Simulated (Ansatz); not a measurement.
## WS2 (Tungstenite): converging the G0W0 gap

Wanted: a G0W0 gap for WS2 (Tungstenite) that is converged in bands and cutoff, or an estimate of the limit.

Method: G0W0 on PBE, plane waves, PAW, in Ansatz 0.2.0.

The database entry behind the starting cell differs from later determinations by our own check (an axis about 1.4 % long against later determinations), so it need not match the best structure at ambient conditions.

## (1) Starting point

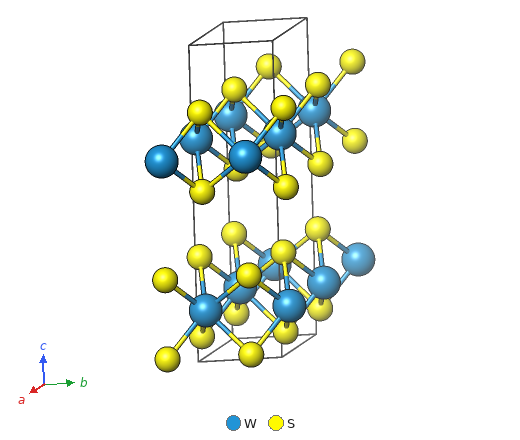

The starting structure, seen slightly off an axis (tungsten blue, sulfur yellow). 3×2×1 cells are drawn.

The cell and positions come from the Crystallography Open Database and are kept as given unless a step says otherwise. Spin-orbit coupling is left out unless a step names it. The default PAW set here is soft_2. Its files were made with PBE.

## (2) 248 empty bands, screening to 100 eV

Now the one-shot GW correction: screening in the RPA, then the self-energy of the levels asked for.

input.yaml reads:

```yaml
crystal:
  lattice:
    - [3.18, 0.0, 0.0]
    - [-1.59, 2.753960784, 0.0]
    - [0.0, 0.0, 12.5]
  atoms:
    - { symbol: W, position: [0.3333333333, 0.6666666667, 0.25] }
    - { symbol: W, position: [0.6666666667, 0.3333333333, 0.75] }
    - { symbol: S, position: [0.3333333333, 0.6666666667, 0.625] }
    - { symbol: S, position: [0.6666666667, 0.3333333333, 0.125] }
    - { symbol: S, position: [0.3333333333, 0.6666666667, 0.875] }
    - { symbol: S, position: [0.6666666667, 0.3333333333, 0.375] }
kpoints:
  mp_grid: { grid: [6, 6, 2] }
hamiltonian:
  xc: pbe
scf:
  occupations: { method: fixed }
gw:
  n_empty_bands: 248
  ecut_chi: 100.0
  qp_bands: [v2, c2]
  qp_kpoints: band_edges
  screening: { model: contour_deformation }
```

Launch:

```sh
> ansatz run input.yaml --threads 3 --pin off --max-ram 64512MiB --backend cuda --events-out ev --progress --plain --runs-dir out --devices 1 --max-vram 24GiB  # rebuilt from the run's record
```

Numbers of over 12 decimals in the logs are rounded to 6 here.

Output:

```text
GPUs: using 1 of 1 available (devices: 1).
Engine: ansatz 0.2.0, x86_64-unknown-linux-gnu
Pseudopotentials: kind: paw
Pseudopotential: W, paw, valence charge 14, recommended cutoff 420 eV (normal), W.paw.azcp
Pseudopotential: S, paw, valence charge 6, recommended cutoff 420 eV (normal), S.paw.azcp
Functional definition: PBE
  parameter kappa = 0.804
  parameter beta = 0.066725
  exchange = pbe_x(kappa = kappa, mu = beta*pi^2/3)
  correlation = pbe_c(beta = beta)
device memory: the entry about to start is reckoned to put 1.1 GiB on a device that reports 66.7 GiB free (of which the cap on the GPU budget leaves the run 24.0 GiB)
GPU FFT provider: cuFFT
GPU libraries: cuBLAS 13.8.2, cuFFT 12.4.0, cuSOLVER 12.3.4
Crystal: 6 atoms, lattice volume = 109.470 Å³
Basis set: ecut = 420 eV, 2129 PW (Γ)
Bands: 32, of which v1, the nominal top of the filled ones, is band 26 counted from 1 (25 counted from 0)
Symmetry: 24 space group operations
Space group: P63/mmc (ITA 194), of the structure as read, at distance tolerance 4.8e-5 Å
k-points: 14 of 72
Non-local potential: W, projectors of the file, l = 0: 3, l = 1: 2, l = 2: 2, l = 3: 1
Non-local potential: S, projectors of the file, l = 0: 2, l = 1: 2, l = 2: 2
PAW form: soft (Blöchl's): semilocal exchange-correlation on the pseudo side does not see the compensation charge
PAW one-centre angular grid: W, 590 points (default); XC on 64 Gauss nodes
PAW one-centre angular grid: S, 110 points (default); XC on 64 Gauss nodes
Initial density: superposition of atomic densities (neutral atoms: chi_scale 0, normalization atom), corrected by the library's trained network
Initial wavefunctions: pseudopotential atomic-orbital guess
GPU buffer pool allocated for 51840 grid points (all kernels)
GPU transforms: local potential and band sums: pruned to the plane-wave sphere, on 24×24×90
Functional: x = pbe(κ = 0.804, μ = 0.219515), c = pbe(β = 0.066725)
SCF iter   1: F=—  HF=-24382.787099 eV  |F-HF|=—  |Δ(HF+E_count)|=         —  Δρ=5.12e-3  dr2=1.66e-2  ethr=1.77e-3  ⟨swp⟩=5.0  Hψ=1822  notcnv=0  defer=33
preconditioner: auto → Resta (q_TF=auto, 2.410 Å⁻¹)  ε∞=7.5  [insulator: Δε(μ)=1.041 eV  Ē_g=8.375 eV  n_scr=26 (ndim 8)  ℏωp=21.3 eV  f_vac=0.025  ε∞_Penn≈7.5]
SCF iter   2: F=—  HF=-24382.791492 eV  |F-HF|=—  |Δ(HF+E_count)|=   4.39e-3  Δρ=2.73e-3  dr2=2.14e-3  ethr=3.19e-5  ⟨swp⟩=2.1  Hψ=754  notcnv=0  defer=54
SCF iter   3: F=—  HF=-24382.795206 eV  |F-HF|=—  |Δ(HF+E_count)|=   3.71e-3  Δρ=1.19e-3  dr2=4.51e-4  ethr=4.11e-6  ⟨swp⟩=2.1  Hψ=674  notcnv=0  defer=54
SCF iter   4: F=—  HF=-24382.796136 eV  |F-HF|=—  |Δ(HF+E_count)|=   9.30e-4  Δρ=6.56e-5  dr2=5.11e-6  ethr=8.68e-7  ⟨swp⟩=2.0  Hψ=711  notcnv=0  defer=54
SCF iter   5: F=—  HF=-24382.796141 eV  |F-HF|=—  |Δ(HF+E_count)|=   4.87e-6  Δρ=1.33e-5  dr2=1.99e-7  ethr=9.83e-9  ⟨swp⟩=2.0  Hψ=748  notcnv=0  defer=8
SCF iter   6: F=-24382.796141 eV  HF=-24382.796141 eV  |F-HF|=1.17e-8  |Δ(HF+E_count)|=   6.12e-8  Δρ=4.36e-6  dr2=2.76e-8  ethr=1.92e-10  ⟨swp⟩=5.3  Hψ=1391  notcnv=0
SCF 1 converged in 6 iterations: F = -24382.796141 eV  dr2 = 2.76e-8
  greatest PAW one-centre occupation: 1.000 electrons in one spin orbital (limit 2), on the W atom at site 1 (counted from 0), in its partial waves of l = 0
device memory: the entry about to start is reckoned to put 1.2 GiB (of the 1.3 GiB reckoned in all, the device holds 0.1 GiB already) on a device that reports 66.2 GiB free (of which the cap on the GPU budget leaves the run 23.9 GiB)
NSCF: frozen V_eff on 14 k-points, pencils in batches of 32, up to order 128
the band table was solved once the SCF had ended and its energy, with any forces and stress, was formed, with the checks that follow a solve (1825 applications of the Hamiltonian). They found nothing against the state; the energy, forces and stress were not computed again (output.eigenvalues in the input reference)
device memory: the entry about to start is reckoned to put 4.2 GiB on a device that reports 65.5 GiB free (of which the cap on the GPU budget leaves the run 24.0 GiB)
NSCF: frozen V_eff on 14 k-points
G₀W₀ screening: q 1/14
[... further progress lines ...]
SCF converged after 6 iterations
Free energy (F): -24382.796141 eV
Harris-Foulkes:  -24382.796141 eV  (|F-HF|=1.17e-8)
Internal energy: -24382.796141 eV  (E = F + TS)
E sigma→0 (E₀):  -24382.796141 eV
Fermi energy:    11.265030 eV
--- Per-component energies (eV) ---
  E_band       = -395.988630
  E_kinetic    = 1332.635153
  E_local      = -3640.499129  (includes V_loc(G=0)·N_el)
  E_nonlocal   = 114.712486
  E_hartree    = 1448.762133
  E_xc         = -924.384668
  E_vxc        = -830.176343  (∫ρ·V_xc dr)
  E_paw        = -19526.258880  (= ΣΔE_a)
  E_vpaw       = -270.187352  (= ΣTr[D̂ρ^β])
  E_aug_tail   = -0.000119  (compensation charges beyond the density's cutoff)
  E_ewald      = -3187.763116
  E_smearing   = -0.000000  (= −TS)
  E_closure    = 0.000000  (closes the sum)
  Σ components = -24382.796141   (vs F -24382.796141, Δ=0.00e0)
--- Band table (eV; the first three rows and the last of 14) ---
  k-point 0: bands = [... 22 lower, 8.9990, 9.6943, 10.1732, 11.2650, 13.5108, 13.5108, 13.5186, 13.5186, ... 2 higher]
  k-point 1: bands = [... 22 lower, 8.9778, 8.9778, 10.9613, 10.9613, 13.5077, 13.5077, 13.5077, 13.5077, ... 2 higher]
  k-point 2: bands = [... 22 lower, 8.9492, 9.7774, 10.0915, 10.4572, 12.8394, 13.2618, 13.3693, 13.4536, ... 2 higher]
  k-point 13: bands = [... 22 lower, 8.2312, 8.2312, 10.6075, 10.6075, 12.4366, 12.4366, 13.9183, 13.9183, ... 2 higher]
--- G₀W₀: contour deformation, 7 samples at zero and on the imaginary axis and 1 off it, 72 q-points, 248 empty bands' worth ---
  eigenvalues of the whole cell's RPA ε∞ on this k-mesh (on a slab, of 1 + 4πα/V) = 5.4140, 14.1391, 14.1391; static W/v taken at q = 0 is 0.071888
  gw.qp_kpoints: band_edges: 10 of 14 stored k-points solved, in 1 pass; an edge of the gap read off the rows below is read off those points alone
    valence top: of the k-points left out ik 6 came nearest to being solved in a further pass, in band 26 (counted from 1, as in the quasiparticle table): it holds the edge there only if its correction is more favourable than any solved in that band by at least 1.505 eV; those differ by 0.083 eV
    conduction bottom: of the k-points left out ik 4 came nearest to being solved in a further pass, in band 27 (counted from 1, as in the quasiparticle table): it holds the edge there only if its correction is more favourable than any solved in that band by at least 0.638 eV; those differ by 0.178 eV
    ik  band        ε_KS         Σx   Σc(E_QP)       V_xc       Z   E_QP_lin       E_QP  E_QP is
     0    25     10.1732   -18.1777     1.0525   -16.9538  0.7507    10.0014    10.0018  root
     0    26     11.2650   -19.4389     0.6080   -18.7641  0.7551    11.1983    11.1983  root
     0    27     13.5108   -13.7160    -4.1709   -18.3592  0.7563    13.9872    13.9830  root
     0    28     13.5108   -13.7160    -4.1709   -18.3592  0.7563    13.9872    13.9830  root
     1    25     10.9613   -19.1266     0.8473   -18.1682  0.7554    10.8502    10.8503  root
     1    26     10.9613   -19.1266     0.8473   -18.1682  0.7554    10.8502    10.8503  root
     1    27     13.5077   -13.6700    -4.1594   -18.2965  0.7561    13.9787    13.9747  root
     1    28     13.5077   -13.6700    -4.1594   -18.2965  0.7561    13.9787    13.9747  root
     2    25     10.0915   -18.8161     1.1654   -17.5025  0.7495     9.9430     9.9433  root
     2    26     10.4572   -19.1470     1.0004   -18.0356  0.7527    10.3461    10.3463  root
     2    27     12.8394   -13.1925    -3.8514   -17.3746  0.7586    13.1718    13.1701  root
     2    28     13.2618   -14.0692    -3.9142   -18.3794  0.7487    13.6608    13.6577  root
     3    25     10.3907   -19.1675     1.1070   -17.9335  0.7523    10.2635    10.2637  root
     3    26     10.3907   -19.1675     1.1070   -17.9335  0.7523    10.2635    10.2637  root
     3    27     13.1039   -13.5763    -3.9796   -17.9252  0.7556    13.4757    13.4732  root
     3    28     13.1039   -13.5763    -3.9796   -17.9252  0.7556    13.4757    13.4732  root
     8    25      9.7392   -19.4646     1.3782   -17.9520  0.7463     9.6045     9.6048  root
     8    26      9.7747   -19.5100     1.3495   -18.0318  0.7458     9.6456     9.6459  root
     8    27     12.3123   -12.9251    -3.6706   -16.8894  0.7658    12.6072    12.6060  root
     8    28     13.0540   -14.1664    -4.0820   -18.6512  0.7522    13.4599    13.4568  root
     9    25      9.7611   -19.4943     1.3624   -18.0005  0.7462     9.6295     9.6298  root
     9    26      9.7611   -19.4943     1.3624   -18.0005  0.7462     9.6295     9.6298  root
     9    27     12.6634   -13.4760    -3.8469   -17.6688  0.7613    13.0111    13.0093  root
     9    28     12.6634   -13.4760    -3.8469   -17.6688  0.7613    13.0111    13.0093  root
[...]
12    25     10.5317   -18.7023     0.6764   -17.9114  0.7578    10.4171    10.4173  root
    12    26     10.6990   -19.1380     0.6115   -18.4434  0.7577    10.6158    10.6159  root
    12    27     12.4363   -15.7041    -3.7283   -19.8261  0.7566    12.8323    12.8300  root
    12    28     12.4363   -15.7041    -3.7283   -19.8261  0.7566    12.8323    12.8300  root
    13    25     10.6075   -18.8759     0.6409   -18.1348  0.7579    10.5073    10.5074  root
    13    26     10.6075   -18.8759     0.6409   -18.1348  0.7579    10.5073    10.5074  root
    13    27     12.4366   -15.7105    -3.7283   -19.8326  0.7566    12.8327    12.8304  root
    13    28     12.4366   -15.7105    -3.7283   -19.8326  0.7566    12.8327    12.8304  root
```

Wall time 10 s (1 × NVIDIA H100 80GB HBM3 (shared by 3 runs) with 3 threads of AMD EPYC 7R13 (Zen 3), shared host); peak memory 1.4 GiB.

This step gave:

- bands summed: 274
- RPA ε∞ on this mesh (eigenvalues): 5.414, 14.14, 14.14
- plane waves in the screening matrix: 267
- q-points in the mesh: 72
- G0W0 gap on the mesh: 1.408 eV
- k of the valence top: 0, 0, 0
- k of the conduction bottom: 0.1667, 0.1667, 0
- starting gap on the mesh: 1.047 eV
- Z at the valence top: 0.7551
- Z at the conduction bottom: 0.7658
- least direct G0W0 gap on the computed points: 2.214 eV

The gap on the mesh goes from 1.05 eV to 1.41 eV, a correction of +0.36 eV. Between the two edge states, bare exchange in place of the xc potential would open the gap by 4.64 eV, and correlation takes back 4.28 eV.

## (3) 703 empty bands, screening to 200 eV

Bands and screening cutoff are moved together, since each hides the error of the other.

Edit input.yaml of step 2 so:

```diff
@@ -19,4 +19,4 @@
 gw:
-  n_empty_bands: 248
-  ecut_chi: 100.0
+  n_empty_bands: 703
+  ecut_chi: 200.0
   qp_bands: [v2, c2]
```

Output:

```text
GPUs: using 1 of 1 available (devices: 1).
[...]
GPU FFT provider: cuFFT
GPU libraries: cuBLAS 13.8.2, cuFFT 12.4.0, cuSOLVER 12.3.4
Crystal: 6 atoms, lattice volume = 109.470 Å³
Basis set: ecut = 420 eV, 2129 PW (Γ)
Bands: 32, of which v1, the nominal top of the filled ones, is band 26 counted from 1 (25 counted from 0)
[... 1 set-up line as in the run before ...]
[...]
k-points: 14 of 72
[...]
GPU buffer pool allocated for 51840 grid points (all kernels)
[...]
SCF iter   1: F=—  HF=-24382.787099 eV  |F-HF|=—  |Δ(HF+E_count)|=         —  Δρ=5.12e-3  dr2=1.66e-2  ethr=1.77e-3  ⟨swp⟩=5.0  Hψ=1822  notcnv=0  defer=33
[...]
SCF iter   6: F=-24382.796141 eV  HF=-24382.796141 eV  |F-HF|=1.17e-8  |Δ(HF+E_count)|=   6.12e-8  Δρ=4.36e-6  dr2=2.76e-8  ethr=1.92e-10  ⟨swp⟩=5.3  Hψ=1391  notcnv=0
SCF 1 converged in 6 iterations: F = -24382.796141 eV  dr2 = 2.76e-8
[...]
NSCF: frozen V_eff on 14 k-points, pencils in batches of 32, up to order 128
[...]
NSCF: frozen V_eff on 14 k-points
G₀W₀ screening: q 1/14
[... further progress lines ...]
SCF converged after 6 iterations
Free energy (F): -24382.796141 eV
[...]
Internal energy: -24382.796141 eV  (E = F + TS)
E sigma→0 (E₀):  -24382.796141 eV
Fermi energy:    11.265030 eV
[...]
--- Band table (eV; the first three rows and the last of 14) ---
  k-point 0: bands = [... 22 lower, 8.9990, 9.6943, 10.1732, 11.2650, 13.5108, 13.5108, 13.5186, 13.5186, ... 2 higher]
  k-point 1: bands = [... 22 lower, 8.9778, 8.9778, 10.9613, 10.9613, 13.5077, 13.5077, 13.5077, 13.5077, ... 2 higher]
  k-point 2: bands = [... 22 lower, 8.9492, 9.7774, 10.0915, 10.4572, 12.8394, 13.2618, 13.3693, 13.4536, ... 2 higher]
  k-point 13: bands = [... 22 lower, 8.2312, 8.2312, 10.6075, 10.6075, 12.4366, 12.4366, 13.9183, 13.9183, ... 2 higher]
[...]
bands read: the sum over 729 bands ends inside a degenerate multiplet in 7 slots, whose members it reads at an even weight; the widest, k=1: bands 729 to 730 (counted from 1) at 1/2 each
[...]
0    25     10.1732   -18.1777     0.8097   -16.9538  0.7475     9.7560     9.7590  root
     0    26     11.2650   -19.4389     0.3075   -18.7641  0.7514    10.8964    10.8978  root
     0    27     13.5108   -13.7160    -4.4555   -18.3592  0.7544    13.6990    13.6984  root
     0    28     13.5108   -13.7160    -4.4555   -18.3592  0.7544    13.6990    13.6984  root
     1    25     10.9613   -19.1266     0.5571   -18.1682  0.7519    10.5581    10.5600  root
     1    26     10.9613   -19.1266     0.5571   -18.1682  0.7519    10.5581    10.5600  root
     1    27     13.5077   -13.6700    -4.4440   -18.2965  0.7541    13.6907    13.6901  root
     1    28     13.5077   -13.6700    -4.4440   -18.2965  0.7541    13.6907    13.6901  root
[...]
13    25     10.6075   -18.8759     0.3664   -18.1348  0.7551    10.2311    10.2328  root
    13    26     10.6075   -18.8759     0.3664   -18.1348  0.7551    10.2311    10.2328  root
    13    27     12.4366   -15.7105    -4.0139   -19.8326  0.7522    12.5449    12.5447  root
    13    28     12.4366   -15.7105    -4.0139   -19.8326  0.7522    12.5449    12.5447  root
```

It took 40 s on 1 × NVIDIA H100 80GB HBM3 (shared by 3 runs) with 3 threads; peak memory 2.6 GiB; 68 s of CPU time.

This step gave:

- bands summed: 729
- RPA ε∞ on this mesh (eigenvalues): 5.405, 13.95, 13.95
- plane waves in the screening matrix: 713
- q-points in the mesh: 72
- G0W0 gap on the mesh: 1.460 eV
- k of the valence top: 0, 0, 0
- k of the conduction bottom: 0.1667, 0.1667, 0
- starting gap on the mesh: 1.047 eV
- Z at the valence top: 0.7514
- Z at the conduction bottom: 0.7630
- least direct G0W0 gap on the computed points: 2.212 eV

Against the run with 6×6×2 mesh, 248 empty bands, screening to 100 eV, the gap moves by +0.05 eV.

## (4) Changing the frequency model: 6×6×2 mesh, 703 empty bands, screening to 200 eV, plasmon pole

A plasmon pole stands in for the full frequency dependence of the screening; this run shows what that costs in accuracy.

Edit input.yaml of step 3 so:

```diff
@@ -23,2 +23,2 @@
   qp_kpoints: band_edges
-  screening: { model: contour_deformation }
+  screening: { model: godby_needs }
```

Output:

```text
GPUs: using 1 of 1 available (devices: 1).
[...]
GPU FFT provider: cuFFT
GPU libraries: cuBLAS 13.8.2, cuFFT 12.4.0, cuSOLVER 12.3.4
Crystal: 6 atoms, lattice volume = 109.470 Å³
Basis set: ecut = 420 eV, 2129 PW (Γ)
Bands: 32, of which v1, the nominal top of the filled ones, is band 26 counted from 1 (25 counted from 0)
[... 1 set-up line as in the run before ...]
[...]
k-points: 14 of 72
[...]
1    28     13.5077   -13.6700    -4.3613   -18.2965  0.7870    13.7731    13.7727  root
[...]
13    25     10.6075   -18.8759     0.3941   -18.1348  0.7859    10.2602    10.2606  root
    13    26     10.6075   -18.8759     0.3941   -18.1348  0.7859    10.2602    10.2606  root
    13    27     12.4366   -15.7105    -3.9219   -19.8326  0.7872    12.6370    12.6368  root
    13    28     12.4366   -15.7105    -3.9219   -19.8326  0.7872    12.6370    12.6368  root
[key lines of the parts left out:]
SCF converged after 6 iterations
Free energy (F): -24382.796141 eV
Fermi energy:    11.265030 eV
```

It took 42 s on 1 × NVIDIA H100 80GB HBM3 (shared by 3 runs) with 3 threads; peak memory 4.9 GiB.

Numbers from this step:

```yaml
bands_summed: 729
plasmon_pole_fit_frequency: 25.59 eV
rpa_eps_infinity_on_this_mesh_eigenvalues: 5.405, 13.95, 13.95
plane_waves_in_the_screening_matrix: 713
g0w0_gap_on_the_mesh: 1.467 eV
k_of_the_valence_top: 0, 0, 0
k_of_the_conduction_bottom: 0.1667, 0.1667, 0
starting_gap_on_the_mesh: 1.047 eV
least_direct_g0w0_gap_on_the_computed_points: 2.270 eV
```

Against the run with 6×6×2 mesh, 703 empty bands, screening to 200 eV, the gap moves by +0.007 eV.

## (5) Convergence and cost

Times are wall times on 1 × NVIDIA H100 80GB HBM3 (shared by 3 runs) with 3 threads of AMD EPYC 7R13 (Zen 3), shared host, good to a factor of about two.

| mesh | files | frequency | bands summed | cutoff (eV) | start (eV) | G0W0 (eV) | time | host memory (GiB) |
| --- | --- | --- | --- | --- | --- | --- | --- | --- |
| 6×6×2 | default PAW | contour deformation | 274 | 100 | 1.047 | 1.408 | 10 s | 1.4 |
| 6×6×2 | default PAW | contour deformation | 729 | 200 | 1.047 | 1.460 | 40 s | 2.6 |
| 6×6×2 | default PAW | plasmon pole | 729 | 200 | 1.047 | 1.467 | 42 s | 4.9 |

How the two edges are built up, in eV (the quasiparticle level is the starting level plus Σx plus Σc less Vxc):

| run | edge | start | Σx | Σc | Vxc | Z | QP |
| --- | --- | --- | --- | --- | --- | --- | --- |
| 274 bands | valence top | 11.27 | -19.44 | 0.61 | -18.76 | 0.76 | 11.20 |
| 274 bands | conduction bottom | 12.31 | -12.93 | -3.67 | -16.89 | 0.77 | 12.61 |
| 729 bands | valence top | 11.27 | -19.44 | 0.31 | -18.76 | 0.75 | 10.90 |
| 729 bands | conduction bottom | 12.31 | -12.93 | -3.92 | -16.89 | 0.76 | 12.36 |

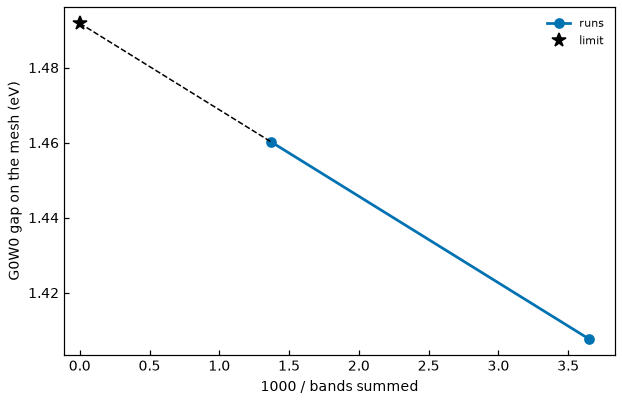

The gap against one over the number of bands; the dashed line carries the two highest rungs to the limit.

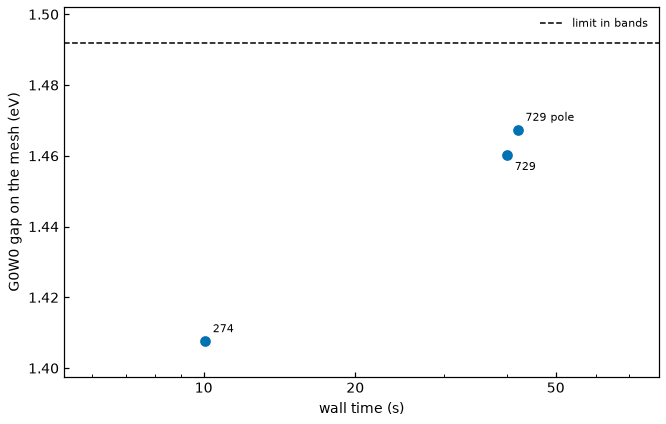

Result against wall time.

## (6) Outcome

```
274 bands, 100 eV                   : 1.408 eV
729 bands, 200 eV                   : 1.460 eV
estimated limit in bands and cutoff : 1.49 eV
mesh and start                      : 6×6×2, PBE
```

A line in one over the bands through the two rungs gives 1.49 eV, +0.03 eV from the top rung; with two points alone it is an unchecked estimate. The rungs stand 0.08 eV (274 bands) and 0.03 eV (729 bands) from it. From 274 to 729 bands the gap moves by +0.05 eV while the time grows 4.0-fold. Σc changes by −0.30 eV at the valence top and −0.25 eV at the conduction bottom, so the levels themselves move more than the gap between them. The plasmon-pole model gives +0.01 eV against contour deformation, 2 % of the correction (the least direct gap moves by +0.06 eV), and saved no time in this program. The many-body steps are scalar-relativistic: spin-orbit coupling is not in them.

[Paths, hosts, dates, memory and timing lines, banners, echoed tables and standing remarks are left out of the program output.]

[Logs are printed without paths, hosts, clocks, repeated set-up lines and the standing remarks that a program may print on its own settings, such as how far it seeks lower states.]

[Runs of the session that timed out or met a known fault of the program may be left out.]

[Cells called generated may have been cut or substituted from an entry of the Crystallography Open Database or the Materials Project.]

[Hosts, paths, dates, database ids (printed as entryN), source tags and the programs' standing remarks are cut or masked in the printed files.]
